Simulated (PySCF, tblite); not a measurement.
# Bi28H14: electronic excitations

Aim: compute the electronic excitations of Bi28H14.

Computed with tblite 0.8.0 and PySCF 2.14.0 and routines of our own; the level stands in each step. Atoms count from 0.

## 1. The system as given

42 atoms, charge 0, multiplicity 1; geometry from: force field, distance geometry or constructed start.

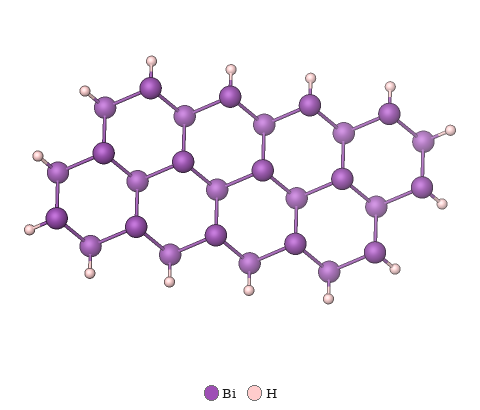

The starting geometry (bismuth purple, hydrogen pink); sticks join atoms by distance alone.

## 2. Optimising the geometry with GFN2-xTB

The job: settings as JSON, then the geometry in Å.

```
{"job": {"kind": "relax", "xc": "GFN2-xTB", "basis": "xTB"}, "charge": 0, "multiplicity": 1}
Bi    -3.258100     3.138100    -0.866600
Bi    -5.441600     4.398400     0.858100
Bi    -7.608600     3.137600    -0.864000
Bi    -7.614500     0.632400     0.858800
Bi    -5.439400    -0.629200    -0.861600
Bi    -3.266300     0.627500     0.862400
Bi     5.438500     3.141600    -0.868300
Bi     3.266400     4.398500     0.866500
Bi     1.090400     3.137800    -0.865400
Bi     1.084900     0.627200     0.866600
Bi     3.260900    -0.629200    -0.867100
Bi     5.435900     0.626000     0.865000
Bi    -9.792500    -0.627300    -0.860000
Bi    -9.786900    -3.140500     0.862300
Bi    -7.616000    -4.390700    -0.864800
Bi    -5.440300    -3.139300     0.871300
Bi     9.789500     3.141800    -0.864100
Bi     7.612700     4.392400     0.864000
Bi     7.613200    -0.626200    -0.862500
Bi     9.791900     0.628900     0.867700
Bi    -1.090000     4.399600     0.866500
Bi    -1.088600    -0.626500    -0.865200
Bi    -1.084300    -3.135300     0.871600
Bi     1.083500    -4.400100    -0.866500
Bi     3.263500    -3.137300     0.865900
Bi     5.432300    -4.396700    -0.862500
Bi     7.614500    -3.137600     0.864300
Bi    -3.263600    -4.395200    -0.863800
H     -5.437800     5.886900    -0.163700
H     -8.903600     3.885600     0.165100
H      3.266600     5.887100    -0.162800
H    -11.082000     0.118700     0.161900
H    -11.081100    -3.885100    -0.163600
H     -7.611700    -5.887800     0.165400
H     11.081300     3.887000     0.158400
H      7.614300     5.888700    -0.164600
H     11.079300    -0.117300    -0.165800
H     -1.086800     5.889000    -0.164300
H      1.088800    -5.890400     0.161600
H      5.433600    -5.883100     0.162900
H      8.904600    -3.887500    -0.157900
H     -3.257100    -5.892100     0.165400
```

Started as:

```console
> OMP_NUM_THREADS=4 python large_run.py task.json out
```

One launch serves the whole session: the jobs run in the order shown.

The program printed:

```text
step      E/eV     max force
  0   -2022.54539    0.709
  1   -2022.68227    0.546
  2   -2022.88568    0.162
  3   -2022.89158    0.137
  4   -2022.94037    0.245
  5   -2022.96048    0.281
  6   -2022.99854    0.270
  7   -2023.02739    0.173
  8   -2023.04316    0.106
  9   -2023.04692    0.089
 10   -2023.05013    0.078
 11   -2023.05699    0.112
 12   -2023.06848    0.143
 13   -2023.08137    0.125
 14   -2023.08848    0.069
 15   -2023.09051    0.054
 16   -2023.09126    0.047
 17   -2023.09219    0.044
 18   -2023.09332    0.043
 19   -2023.09468    0.058
 20   -2023.09653    0.081
 21   -2023.09938    0.092
 22   -2023.10295    0.076
 23   -2023.10558    0.052
 24   -2023.10666    0.052
 25   -2023.10705    0.043
 26   -2023.10749    0.030
 27   -2023.10829    0.049
 28   -2023.10946    0.080
 29   -2023.11079    0.099
 30   -2023.11235    0.087
 31   -2023.11325    0.046
 32   -2023.11367    0.026
 33   -2023.11392    0.025
 34   -2023.11410    0.029
 35   -2023.11442    0.029
 36   -2023.11488    0.033
 37   -2023.11544    0.037
 38   -2023.11593    0.030
 39   -2023.11614    0.021
 40   -2023.11625    0.013
```

It took 1.3 s on 4 threads of Arm Neoverse V2, shared host; peak memory 0.16 GiB.

The steps of the relaxation:

```
step  energy from step 0 (eV)  largest force (eV/Å)
   0                   0.0000                0.7092
   1                  -0.1369                0.5459
   2                  -0.3403                0.1622
   3                  -0.3462                0.1373
   4                  -0.3950                0.2452
   5                  -0.4151                0.2809
   6                  -0.4532                0.2699
   7                  -0.4820                0.1726
   8                  -0.4978                0.1063
  10                  -0.5047                0.0780
  13                  -0.5360                0.1255
  15                  -0.5451                0.0542
  18                  -0.5479                0.0437
  20                  -0.5511                0.0803
  23                  -0.5602                0.0518
  25                  -0.5617                0.0429
  28                  -0.5641                0.0794
  30                  -0.5670                0.0863
  33                  -0.5685                0.0258
  36                  -0.5695                0.0331
  37                  -0.5701                0.0372
  38                  -0.5705                0.0304
  39                  -0.5708                0.0215
  40                  -0.5709                0.0135
```

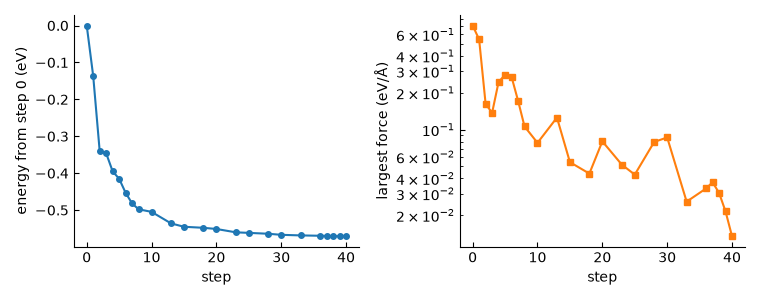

Energy and force, step by step.

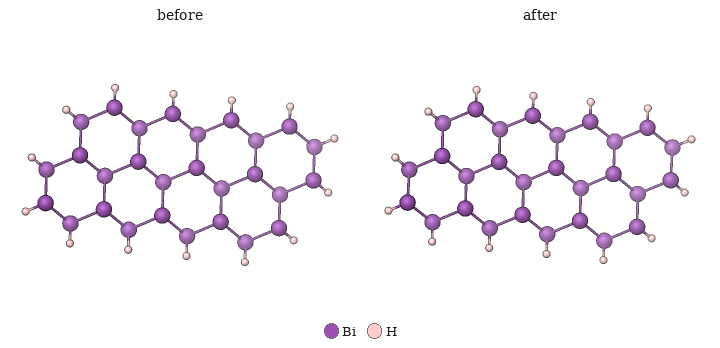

Before and after, at one scale.

Distances of close pairs at the start and the end, largest changes first:

```
     bond  before (Å)  after (Å)  change (Å)
Bi23–Bi24       3.057      2.986      -0.072
 Bi8–Bi20       3.057      2.986      -0.071
Bi22–Bi27       3.058      2.986      -0.071
Bi25–Bi26       3.054      2.984      -0.071
  Bi0–Bi1       3.055      2.985      -0.069
Bi16–Bi19       3.052      2.983      -0.069
 Bi6–Bi11       3.055      2.987      -0.068
Bi18–Bi19       3.052      2.985      -0.068
```

The next job starts from the end point, and lists it.

## 3. Electronic excitations: TDDFT PBE/def2-SVP

The job: settings as JSON, then the geometry in Å.

```
{"job": {"kind": "uv", "basis": "def2-SVP", "grid": 1, "kgrid": 0, "vcut": null, "nstates": 6, "ntriplets": 2, "tda": false, "delta": ["ip_vertical"], "pop": true, "xc": "PBE"}, "charge": 0, "multiplicity": 1}
Bi    -3.210116     3.066470    -0.861169
Bi    -5.335845     4.294804     0.837007
Bi    -7.472030     3.064521    -0.843411
Bi    -7.446416     0.601893     0.844754
Bi    -5.325794    -0.626060    -0.858964
Bi    -3.200935     0.613578     0.840124
Bi     5.341013     3.070595    -0.856922
Bi     3.205552     4.275594     0.849364
Bi     1.068169     3.079296    -0.859436
Bi     1.063982     0.625288     0.843777
Bi     3.200353    -0.612144    -0.839576
Bi     5.325521     0.626755     0.859756
Bi    -9.587872    -0.619535    -0.837118
Bi    -9.640665    -3.088057     0.836352
Bi    -7.478454    -4.283499    -0.834598
Bi    -5.341360    -3.069374     0.858180
Bi     9.640173     3.088424    -0.837061
Bi     7.479044     4.284168     0.834984
Bi     7.445927    -0.601381    -0.844355
Bi     9.588071     0.619973     0.837079
Bi    -1.075071     4.264655     0.848262
Bi    -1.064043    -0.624587    -0.842813
Bi    -1.068395    -3.078114     0.860512
Bi     1.074716    -4.263542    -0.848083
Bi     3.209759    -3.065662     0.861398
Bi     5.335198    -4.293491    -0.837110
Bi     7.471865    -3.064164     0.844084
Bi    -3.205263    -4.274999    -0.847910
H     -5.306908     5.749433    -0.213193
H     -8.742069     3.759927     0.217423
H      3.201153     5.756378    -0.160790
H    -10.826142     0.140633     0.212580
H    -10.871346    -3.798736    -0.263344
H     -7.461657    -5.741209     0.208917
H     10.871180     3.799454     0.261846
H      7.462357     5.741667    -0.208758
H     10.826368    -0.140410    -0.213091
H     -1.079101     5.749108    -0.157322
H      1.078565    -5.747991     0.157285
H      5.306510    -5.749030     0.211964
H      8.741312    -3.759013    -0.217249
H     -3.201478    -5.755700     0.163248
```

With the program's defaults for keys left out, this is: TDDFT PBE/def2-SVP, vertical, gas phase, core orbitals frozen in the response.

The program printed:

```text
start: PBE on a coarse grid of 259727 points
cycle   1  E = -5823.2412191443  dE = -6.100e+02  |g| = 1.846e+01  |ddm| = 7.680e+01
cycle   2  E = -1608.3220328267  dE =  4.215e+03  |g| = 4.086e+01  |ddm| = 4.532e+02
cycle   3  E = -5247.9438197777  dE = -3.640e+03  |g| = 2.410e+01  |ddm| = 4.823e+02
cycle   4  E = -4764.2826115320  dE =  4.837e+02  |g| = 2.668e+01  |ddm| = 3.042e+02
cycle   5  E = -5838.9707988605  dE = -1.075e+03  |g| = 1.511e+01  |ddm| = 2.553e+02
cycle   6  E = -5914.2859523075  dE = -7.532e+01  |g| = 1.142e+01  |ddm| = 3.535e+01
cycle   7  E = -5383.6843396340  dE =  5.306e+02  |g| = 2.448e+01  |ddm| = 6.454e+01
cycle   8  E = -5878.9198030244  dE = -4.952e+02  |g| = 1.466e+01  |ddm| = 5.051e+01
cycle   9  E = -5909.4569521695  dE = -3.054e+01  |g| = 1.295e+01  |ddm| = 1.339e+01
cycle  10  E = -5849.5207111595  dE =  5.994e+01  |g| = 1.712e+01  |ddm| = 1.968e+01
cycle  11  E = -5975.4321600637  dE = -1.259e+02  |g| = 7.519e+00  |ddm| = 3.268e+01
cycle  12  E = -5352.7463865249  dE =  6.227e+02  |g| = 2.522e+01  |ddm| = 6.375e+01
cycle  13  E = -5935.3377852709  dE = -5.826e+02  |g| = 1.060e+01  |ddm| = 5.571e+01
cycle  14  E = -5974.7707739252  dE = -3.943e+01  |g| = 7.475e+00  |ddm| = 1.848e+01
cycle  15  E = -5481.3596437687  dE =  4.934e+02  |g| = 2.318e+01  |ddm| = 5.868e+01
cycle  16  E = -5894.3014883782  dE = -4.129e+02  |g| = 1.332e+01  |ddm| = 5.155e+01
cycle  17  E = -5964.3231570028  dE = -7.002e+01  |g| = 8.071e+00  |ddm| = 1.334e+01
cycle  18  E = -6015.2475771187  dE = -5.092e+01  |g| = 2.698e+00  |ddm| = 1.596e+01
cycle  19  E = -5940.4981066823  dE =  7.475e+01  |g| = 1.011e+01  |ddm| = 1.784e+01
cycle  20  E = -6007.4470523378  dE = -6.695e+01  |g| = 4.419e+00  |ddm| = 1.568e+01
cycle  21  E = -6008.9289779836  dE = -1.482e+00  |g| = 3.634e+00  |ddm| = 1.110e+01
cycle  22  E = -6014.7325156567  dE = -5.804e+00  |g| = 2.860e+00  |ddm| = 1.001e+01
cycle  23  E = -6019.4382942852  dE = -4.706e+00  |g| = 9.861e-01  |ddm| = 6.704e+00
cycle  24  E = -6019.5514520358  dE = -1.132e-01  |g| = 9.246e-01  |ddm| = 3.794e+00
cycle  25  E = -6019.8746152620  dE = -3.232e-01  |g| = 4.373e-01  |ddm| = 2.140e+00
cycle  26  E = -6019.9448916220  dE = -7.028e-02  |g| = 2.068e-01  |ddm| = 9.519e-01
cycle  27  E = -6019.9507518887  dE = -5.860e-03  |g| = 1.672e-01  |ddm| = 5.198e-01
cycle  28  E = -6019.9598230764  dE = -9.071e-03  |g| = 6.672e-02  |ddm| = 3.088e-01
cycle  29  E = -6019.9610436028  dE = -1.221e-03  |g| = 4.324e-02  |ddm| = 1.750e-01
cycle  30  E = -6019.9618352623  dE = -7.917e-04  |g| = 1.105e-02  |ddm| = 8.782e-02
final grid: 259727 points
cycle  31  E = -6019.9612638417  dE =  5.714e-04  |g| = 3.681e-02  |ddm| = 9.346e-02
cycle  32  E = -6019.9538284051  dE =  7.435e-03  |g| = 1.333e-01  |ddm| = 3.079e-01
cycle  33  E = -6019.9618285373  dE = -8.000e-03  |g| = 1.194e-02  |ddm| = 2.407e-01
cycle  34  E = -6019.9618908952  dE = -6.236e-05  |g| = 3.749e-03  |ddm| = 2.619e-02
cycle  35  E = -6019.9618955383  dE = -4.643e-06  |g| = 1.233e-03  |ddm| = 7.332e-03
cycle  36  E = -6019.9618943419  dE =  1.196e-06  |g| = 5.470e-04  |ddm| = 2.597e-03
cycle  37  E = -6019.9618966688  dE = -2.327e-06  |g| = 2.065e-04  |ddm| = 1.207e-03
cycle  38  E = -6019.9618971867  dE = -5.180e-07  |g| = 1.123e-04  |ddm| = 5.100e-04
cycle  39  E = -6019.9618939499  dE =  3.237e-06  |g| = 3.476e-05  |ddm| = 2.370e-04
converged SCF energy = -6019.9618939499
Vertical ionisation energy (delta-SCF) = 5.9908 eV   <S^2> = 0.750

Static polarisability (au): isotropic 1830.651, principal 825.964 1683.277 2982.710

Singlet excitations
state   eV       nm        f      main configurations
  1   2.2332    555.2   0.00000   H->L 0.98
  2   2.2538    550.1   0.00058   H->L+1 0.96
  3   2.3057    537.7   0.00000   H-1->L 0.96
  4   2.3280    532.6   0.00069   H-2->L 0.93
  5   2.3408    529.7   0.00148   H-1->L+1 0.89
  6   2.3600    525.4   0.00000   H-2->L+1 0.79, H->L+3 0.17

Triplet excitations (Tamm-Dancoff, eV): 2.1790 2.1880
```

Wall time 2.2 min (4 threads of Arm Neoverse V2, shared host); peak memory 3.1 GiB.

The orbitals next to the gap, with their largest atomic shares:

```
orbital     eV                          atoms
 HOMO−4  -5.19    Bi3 9 %, Bi18 9 %, Bi12 6 %
 HOMO−3  -5.15  Bi23 11 %, Bi20 11 %, Bi8 9 %
 HOMO−2  -5.05    Bi11 9 %, Bi4 9 %, Bi18 7 %
 HOMO−1  -5.01  Bi21 12 %, Bi9 12 %, Bi5 10 %
   HOMO  -4.95     Bi21 7 %, Bi9 7 %, Bi5 6 %
   LUMO  -2.74    Bi22 6 %, Bi8 6 %, Bi23 6 %
 LUMO+1  -2.72    Bi5 8 %, Bi10 8 %, Bi21 8 %
 LUMO+2  -2.63    Bi5 8 %, Bi10 8 %, Bi23 5 %
 LUMO+3  -2.61   Bi10 11 %, Bi5 11 %, Bi9 8 %
```

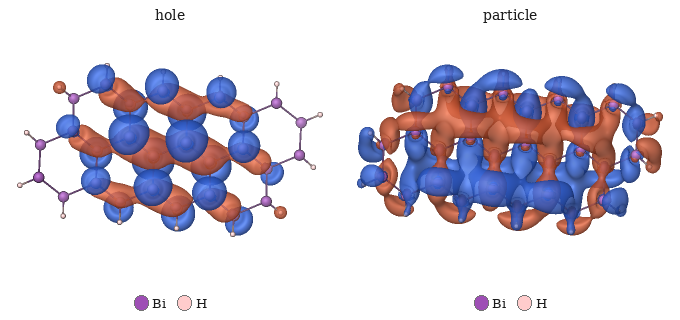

Leading natural transition orbitals of singlet state 5: the electron leaves the hole (left) for the particle orbital (right).

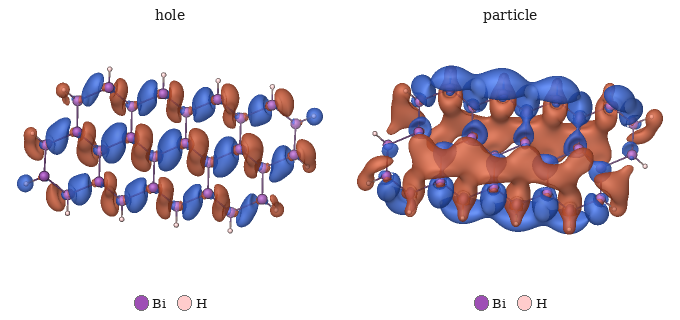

Leading natural transition orbitals of singlet state 1: the electron leaves the hole (left) for the particle orbital (right).

Ground-state properties from the same run:

```csv
property,computed
dipole moment (D),0.00
polarisability (Å³),271.27
HOMO–LUMO gap (eV),2.21
−ε(HOMO) (eV),4.95
```

The fields below are evaluated on a grid from the run's orbitals.

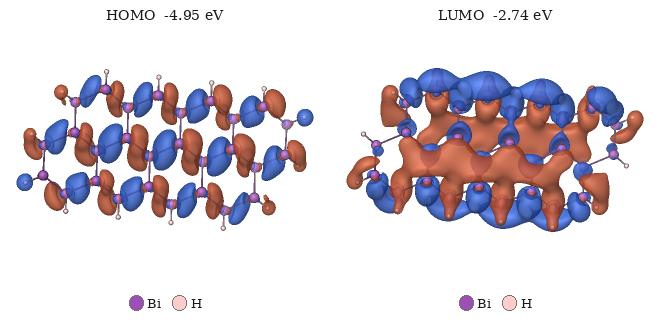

PBE/def2-SVP orbitals near the gap, drawn at the value that encloses 70 % of each; the two colours are the two signs.

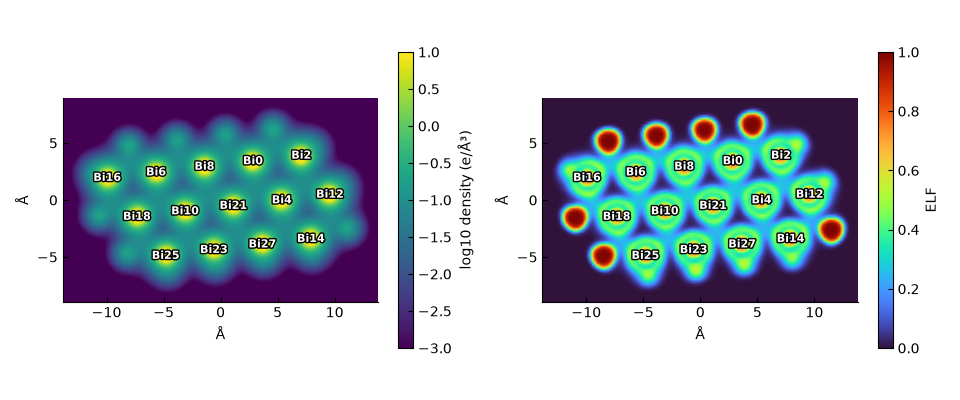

Density (left) and ELF (right) in a plane through or near 14 of the atoms.

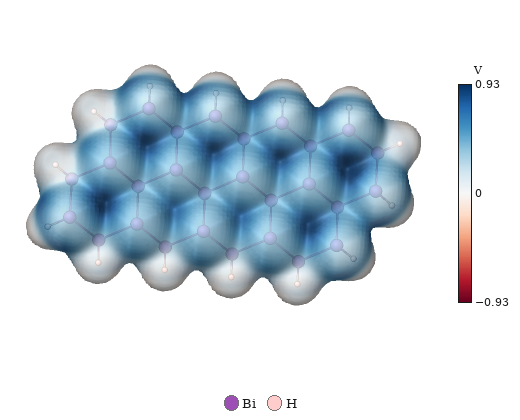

Electrostatic potential on the surface of density 0.002 e/bohr³; red is low, blue high. It runs from -0.07 to 0.93 V.

## 4. What came out

| quantity | value |
| --- | --- |
| lowest singlet (PBE/def2-SVP) | 2.23 eV (555 nm), f = 0.000 |
| brightest single state of those computed | state 5, 2.34 eV, f = 0.001 |
| lowest triplet | 2.18 eV |
| surface potential, least and greatest | -0.07 V and 0.93 V |

In words: The lowest singlet, at 2.23 eV, is HOMO→LUMO 0.98 and is dark; of the 6 states computed, the strongest absorption comes from states 4 to 5 together at 2.34 eV. The lowest triplet lies 0.05 eV below the lowest singlet (triplets in Tamm-Dancoff, singlets in full TDDFT). Spin-orbit coupling, left out, mixes singlets and triplets in elements this heavy.
